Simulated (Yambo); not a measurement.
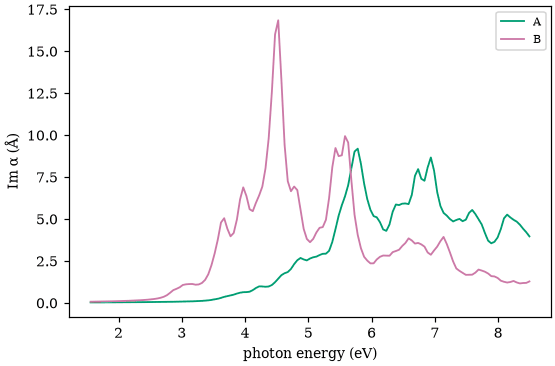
Figure: Two computed absorption spectra of a free-standing SnS₂ monolayer (symmetry P-3m1, slab cell 15.9 Å high) (Yambo, PBE bands with the same scissor, field along x)

### Question
Which curve includes the electron-hole attraction (BSE), and where are its main peaks?

### Answer
Curve B: the attraction moves weight to lower energy (centre of the plotted range 5.3 eV against 6.5 eV). Its peaks lie at 3.7 eV, 4.0 eV, 4.5 eV, 5.6 eV. Settings: 18×18×1 mesh, 5 valence and 5 conduction bands, static screening with 48 bands and a 3 Ry block, scissor 1.60 eV, Tamm-Dancoff, stochastic integration of W near q = 0. The scissor comes from a G0W0 run whose convergence isn't established. Broadening 0.1 eV. The band window holds all transitions up to 8.7 eV. Fine structure above the onset can come from the mesh.

Bands and orbitals come from the standard potentials; the scissor and the G0W0 gaps come from a run at the same geometry on the stringent ones, which hold whole semicore shells in the valence.

Spin-orbit coupling is not included.

Geometry relaxed with PBEsol; primitive cell a = 3.6469 Å, b = 3.6469 Å, c = 15.9000 Å, α = 90.00°, β = 90.00°, γ = 120.00°.
